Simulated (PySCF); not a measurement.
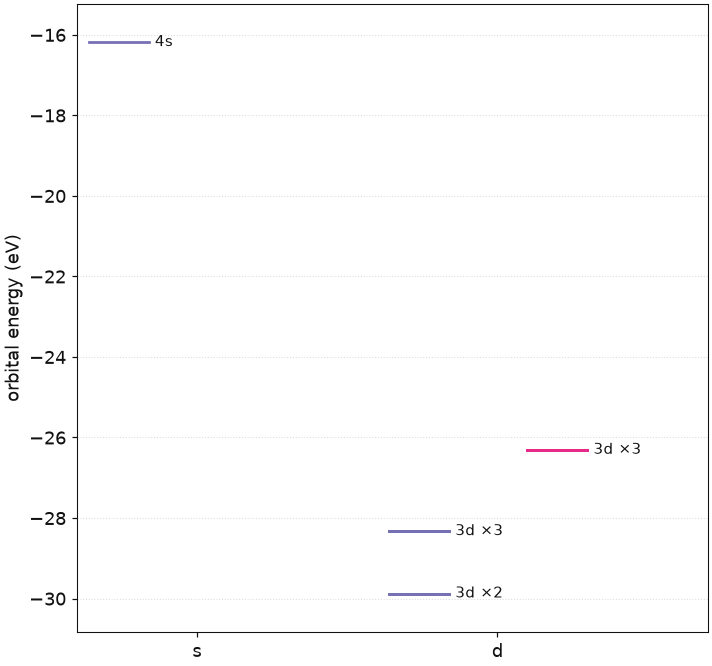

Orbital energies of the mean field, from the top down to −29.9 eV, by angular momentum, α spin at the left of each column and β at the right; ×n counts the orbitals under one label. The highest filled orbital is 4s α at −16.2 eV, the lowest empty one s β at −7.05 eV.

## Run report: Ni⁺, atomic calculation

- system: Ni⁺, configuration 1s2 2s2 2p6 3s2 3p6 3d8 4s1, multiplicity 4.
- method: unrestricted HF, ANO-RCC-VTZP, spin-free X2C-1e, Gaussian nucleus (PySCF)

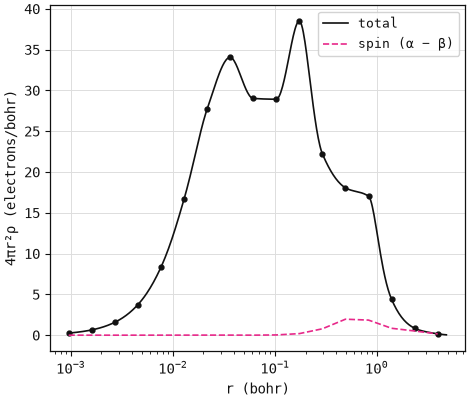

Spherically averaged radial density 4πr²ρ of the mean field and its spin part; markers are the stored points, which are sparse, and the line is a monotone interpolation between them. The largest stored value is 38.5 electrons/bohr at r = 0.17 bohr. Root-mean-square radii of the shells: 2p 0.238, 2s 0.265, 3s 0.795, 3p 0.848, 3d 1.10, 4s 2.95 bohr.

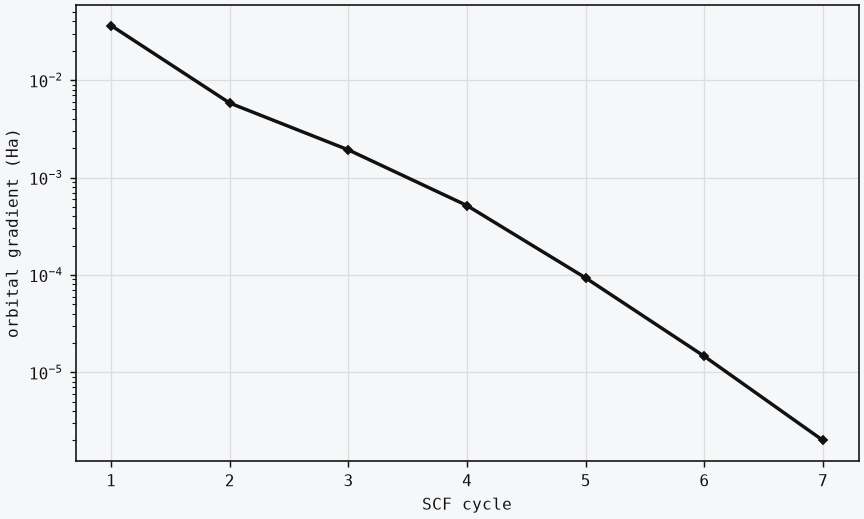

Convergence: orbital gradient against the SCF cycle. The residual falls at every step. It goes from 0.036 to 2.0×10⁻⁶ in 7 steps.

Input and output of the run follow.

### Input
```python
from pyscf import gto, scf, dft, mp, cc
import basis_set_exchange as bse
mol = gto.M(atom="Ni 0 0 0", charge=1, spin=3, symmetry="D2h",
            basis=gto.basis.parse(bse.get_basis("ANO-RCC-VTZP", elements=["Ni"], fmt="nwchem")),
            nucmod="G")
mf = scf.UHF(mol).sfx2c1e()
mf.irrep_nelec = {'Ag': (6, 3), 'B1g': (1, 1), 'B2g': (1, 1), 'B3g': (1, 1), 'B1u': (2, 2), 'B2u': (2, 2), 'B3u': (2, 2)}
mf.kernel()
```

The script is an equivalent of what the driver set up; the driver started from orbitals of its own, so the log can be shorter than this script's would be, and it computed the properties (radii, ⟨L²⟩, response) afterwards. It held the occupations shell by shell, which the script's counts by irreducible representation don't always enforce.

### Log (extracts)
```
damping factor = 0
level_shift factor = 0
DIIS = <class 'pyscf.scf.diis.CDIIS'>
diis_start_cycle = 1
diis_space = 10
diis_damp = 0
SCF conv_tol = 1e-09
SCF conv_tol_grad = None
number electrons alpha = 15  beta = 12
cycle= 1 E= -1518.83378247048  delta_E= -0.008  |g|= 0.0363  |ddm|= 0.0393
cycle= 2 E= -1518.83394130203  delta_E= -0.000159  |g|= 0.00581  |ddm|= 0.0063
cycle= 3 E= -1518.83394680524  delta_E= -5.5e-06  |g|= 0.00192  |ddm|= 0.00194
cycle= 4 E= -1518.83394741996  delta_E= -6.15e-07  |g|= 0.000515  |ddm|= 0.000557
cycle= 5 E= -1518.83394759077  delta_E= -1.71e-07  |g|= 9.31e-05  |ddm|= 0.000526
cycle= 6 E= -1518.83394759547  delta_E= -4.69e-09  |g|= 1.46e-05  |ddm|= 8.86e-05
cycle= 7 E= -1518.83394759558  delta_E= -1.17e-10  |g|= 2e-06  |ddm|= 1.3e-05
converged SCF energy = -1518.83394759558  <S^2> = 3.7517877  2S+1 = 4.0008937
```

### Key numbers

- outcome: converged
- total energy: −1518.8339 hartree
- ⟨S²⟩: 3.752
- ⟨L²⟩: 12.03
- SCF iterations: 7
- hardware: 1 CPU thread, shared host
- CPU time: 0.65 s (integrals apart)

### Notes

This is not the ground configuration of the species.
